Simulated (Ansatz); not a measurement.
The figure comes from a scan of KTaO$_{3}$ (cubic perovskite): a phonon pattern at M = (0.5, 0.5, 0.0) is frozen into a 10-atom cell, Q being the largest atomic displacement. Method: PBE (plane waves to 420 eV, PAW, scalar-relativistic; Ansatz, a quantum-chemistry and plane-wave program). k mesh 8×8×8 (Γ-centred), Fermi-Dirac smearing 0.05 eV. Energies are smeared free energies. KTaO3 is run without spin polarisation. KTaO3 was relaxed with its symmetry unable to fall. Spin-orbit coupling is left out, though Ta is heavy. The PAW data are Ansatz's earlier set. The zero of ΔE is the undisplaced structure.

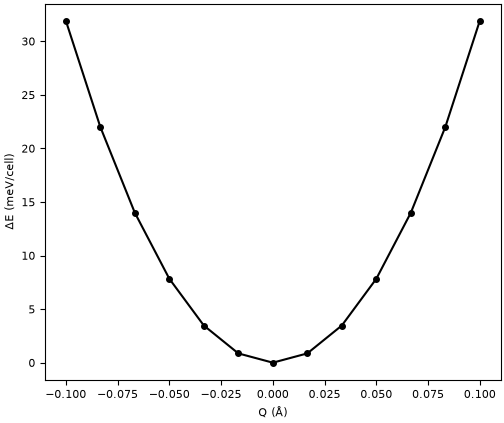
Fig. 1. ΔE (meV/cell) against Q (Å); computed points joined by lines.

Task: Read the plotted values off the figure, to the accuracy that the plot allows.

Result: To the nearest 0.5:

```json
[
 {"Q (Å)": "-0.100", "ΔE (meV/cell)": "32.0"},
 {"Q (Å)": "-0.083", "ΔE (meV/cell)": "22.0"},
 {"Q (Å)": "-0.067", "ΔE (meV/cell)": "14.0"},
 {"Q (Å)": "-0.050", "ΔE (meV/cell)": "8.0"},
 {"Q (Å)": "-0.033", "ΔE (meV/cell)": "3.5"},
 {"Q (Å)": "-0.017", "ΔE (meV/cell)": "1.0"},
 {"Q (Å)": "0.000", "ΔE (meV/cell)": "0.0"},
 {"Q (Å)": "0.017", "ΔE (meV/cell)": "1.0"},
 {"Q (Å)": "0.033", "ΔE (meV/cell)": "3.5"},
 {"Q (Å)": "0.050", "ΔE (meV/cell)": "8.0"},
 {"Q (Å)": "0.067", "ΔE (meV/cell)": "14.0"},
 {"Q (Å)": "0.083", "ΔE (meV/cell)": "22.0"},
 {"Q (Å)": "0.100", "ΔE (meV/cell)": "32.0"}
]
```

(A displaced cell: forces are minus the slopes of the energy, force constants its curvatures, and phonons follow from these.)
